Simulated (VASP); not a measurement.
Band structure of GdN (rock salt). All values below come from revTPSS meta-GGA, VASP's PBE PAW potentials (set 64) (plane waves; VASP).

The 4f electrons are frozen in the core of the lanthanide potential, so 4f levels, which can set the real gap, and their magnetism are missing.

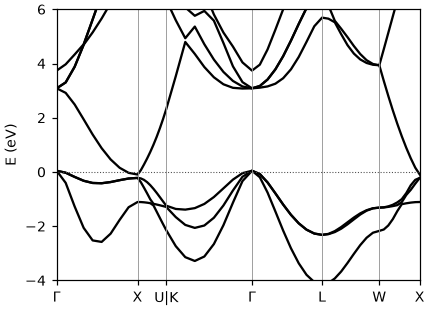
Fig. 1. Bands along high-symmetry lines, zero at the valence-band maximum or, without a gap, the Fermi level

**Question.** Read the plot: is there a gap, and where are the band edges?

**Answer.** It has no gap at this level: it comes out as a metal or semimetal.

The compound is GdN in the rock salt structure. It was relaxed first.
